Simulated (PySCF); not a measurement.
# M06-2X/STO-3G run of SnS (SMILES [S][Sn])

What is the vertical ionisation energy of SnS at M06-2X/STO-3G? 

The results are computed with PySCF 2.14.0.

11 further runs of the same task are left out: 5 that didn't finish, 6 set aside as unsound or not needed.

**1. The structure to begin with**

The species is SnS (2 atoms), meant as a singlet with charge 0. SMILES: `[S][Sn]`. The bond length is the measured one.

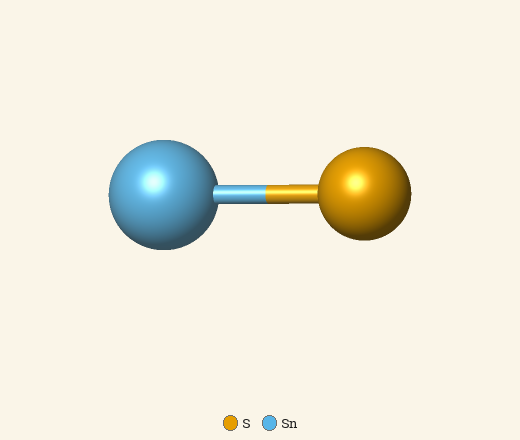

Viewed from a chosen angle; sulfur amber, tin blue.

**2. A single-point energy at M06-2X/STO-3G**

Contents of calc.py:

```python
from pyscf import gto, dft

molecule = gto.M(
    atom='S 0.000000 0.000000 0.000000; Sn 0.000000 0.000000 2.209026',
    basis='sto-3g',
    verbose=4,
    max_memory=1860,
)

calc0 = dft.RKS(molecule, xc='m06-2x')
calc0.conv_tol = 1e-10
calc0.grids.level = 5
calc0.kernel()
if not calc0.converged:
    calc0 = calc0.newton().run(calc0.mo_coeff, calc0.mo_occ)

etot = calc0.e_tot
print('Final energy', etot)
```

Run with:

```bash
$ OMP_NUM_THREADS=1 python calc.py
```

Standard output:

```text
PySCF version 2.14.0

[INPUT] num. atoms = 2
[INPUT] num. electrons = 66
[INPUT] charge = 0
[INPUT] spin (= nelec alpha-beta = 2S) = 0
[INPUT] symmetry False subgroup None
[INPUT] Mole.unit = angstrom
[INPUT] Symbol           X                Y                Z      unit          X                Y                Z       unit  Magmom
[INPUT]  1 S      0.000000000000   0.000000000000   0.000000000000 AA    0.000000000000   0.000000000000   0.000000000000 Bohr   0.0
[INPUT]  2 Sn     0.000000000000   0.000000000000   2.209026000000 AA    0.000000000000   0.000000000000   4.174454142043 Bohr   0.0

nuclear repulsion = 191.641822566145
number of shells = 16
number of NR pGTOs = 108
number of NR cGTOs = 36
basis = sto-3g
ecp = {}

******** <class 'pyscf.dft.rks.RKS'> ********
method = RKS
initial guess = minao
damping factor = 0
level_shift factor = 0
DIIS = <class 'pyscf.scf.diis.CDIIS'>
diis_start_cycle = 1
diis_space = 8
diis_damp = 0
SCF conv_tol = 1e-10
SCF conv_tol_grad = None
SCF max_cycles = 50
direct_scf = True
direct_scf_tol = 1e-13
XC library pyscf.dft.libxc version 7.0.0
    S. Lehtola, C. Steigemann, M. J.T. Oliveira, and M. A.L. Marques.,  SoftwareX 7, 1–5 (2018)
XC functionals = m06-2x
    Y. Zhao and D. G. Truhlar.,  Theor. Chem. Acc. 120, 215 (2008)
    Y. Zhao and D. G. Truhlar.,  Theor. Chem. Acc. 120, 215 (2008)
radial grids:
    Treutler-Ahlrichs [JCP 102, 346 (1995); DOI:10.1063/1.469408] (M4) radial grids

becke partition: Becke, JCP 88, 2547 (1988); DOI:10.1063/1.454033
pruning grids: <function nwchem_prune>
grids dens level: 5
symmetrized grids: False
atomic radii adjust function: <function treutler_atomic_radii_adjust>
small_rho_cutoff = 0
Set gradient conv threshold to 1e-05
Initial guess from minao.
tot grids = 90056
init E= -6342.48825853066
  HOMO = -0.526420356240237  LUMO = -0.362195498847546  gap/eV = 4.46879
cycle= 1 E= -6359.26210445171  delta_E= -16.8  |g|= 0.34  |ddm|= 2.42
  HOMO = -0.146242063990108  LUMO = 0.105021141547801  gap/eV = 6.83722
cycle= 2 E= -6359.2003631569  delta_E= 0.0617  |g|= 0.412  |ddm|= 1.36
  HOMO = -0.154011337825713  LUMO = 0.0894059784569635  gap/eV = 6.62372
cycle= 3 E= -6359.29346761019  delta_E= -0.0931  |g|= 0.141  |ddm|= 1.13
  HOMO = -0.160661243283183  LUMO = 0.0889274290716041  gap/eV = 6.79165
cycle= 4 E= -6359.30199637062  delta_E= -0.00853  |g|= 0.0263  |ddm|= 0.194
  HOMO = -0.161179623281472  LUMO = 0.0894207622066036  gap/eV = 6.81918
cycle= 5 E= -6359.30232036932  delta_E= -0.000324  |g|= 0.00209  |ddm|= 0.0506
  HOMO = -0.161139965550621  LUMO = 0.089358195445637  gap/eV = 6.81640
cycle= 6 E= -6359.30232229601  delta_E= -1.93e-06  |g|= 0.00029  |ddm|= 0.00342
  HOMO = -0.161131615563646  LUMO = 0.0893557065112231  gap/eV = 6.81611
cycle= 7 E= -6359.30232233382  delta_E= -3.78e-08  |g|= 8.85e-06  |ddm|= 0.000534
  HOMO = -0.161131045822676  LUMO = 0.0893553344643174  gap/eV = 6.81608
cycle= 8 E= -6359.30232233385  delta_E= -3.46e-11  |g|= 1.15e-06  |ddm|= 2.08e-05
  HOMO = -0.161131094319681  LUMO = 0.0893553922649704  gap/eV = 6.81608
Extra cycle  E= -6359.30232233385  delta_E= 5.46e-12  |g|= 2.55e-06  |ddm|= 6.57e-06
converged SCF energy = -6359.30232233385
Final energy -6359.302322333847
```

Run time: 7.8 s. Hardware: 1 thread of Arm Neoverse V1, shared host; peak memory 0.24 GiB.

**3. The doublet cation, same level**

Contents of run.py:

```python
from pyscf import gto, dft

mol = gto.Mole()
mol.atom = [
    ('S', (0.000000, 0.000000, 0.000000)),
    ('Sn', (0.000000, 0.000000, 2.209026)),
]
mol.max_memory = 1860
mol.spin = 1
mol.charge = 1
mol.basis = 'sto-3g'
mol.verbose = 3
mol.build()

mf = dft.UKS(mol, xc='m06-2x')
mf.conv_tol = 1e-10
mf.grids.level = 5
mf.kernel()
if not mf.converged:
    mf = mf.newton().run(mf.mo_coeff, mf.mo_occ)

e_final = mf.e_tot
print('E(%s) = %.9f' % ('M06-2X', e_final))
```

Run with:

```bash
$ OMP_NUM_THREADS=1 python run.py
```

Standard output:

```text
WARN: HOMO -0.526420356240245 >= LUMO -0.526420356240219

converged SCF energy = -6359.07059103062  <S^2> = 0.75827359  2S+1 = 2.0082565
E(M06-2X) = -6359.070591031
```

It took 11 s on 1 thread of Arm Neoverse V1, shared host; peak memory 0.24 GiB.

**4. Summary of results**

Level: M06-2X/STO-3G.

```
                                          quantity           value
                         singlet SnS: total energy  -6359.30232 Eh
                        singlet SnS: dipole moment          1.01 D
                          singlet SnS: HOMO energy        -4.38 eV
                          singlet SnS: LUMO energy         2.43 eV
                        singlet SnS: HOMO–LUMO gap         6.82 eV
                      doublet cation: total energy  -6359.07059 Eh
doublet cation: HOMO energy (highest over α and β)       -11.93 eV
 doublet cation: LUMO energy (lowest over α and β)        -7.97 eV
                              doublet cation: ⟨S²⟩           0.758
vertical ionisation energy (to the doublet cation)        6.306 eV
```

**Reading.** Removing an electron at fixed nuclei costs 6.31 eV (608 kJ/mol). The negative HOMO energy of the first species, 4.38 eV, lies 1.92 eV below that difference. In a minimal basis such a difference can be off by several eV, whatever the method. Relativity is left out (singlet SnS) although the molecule holds a heavy atom. Relativity is left out (doublet cation) although the molecule holds a heavy atom.
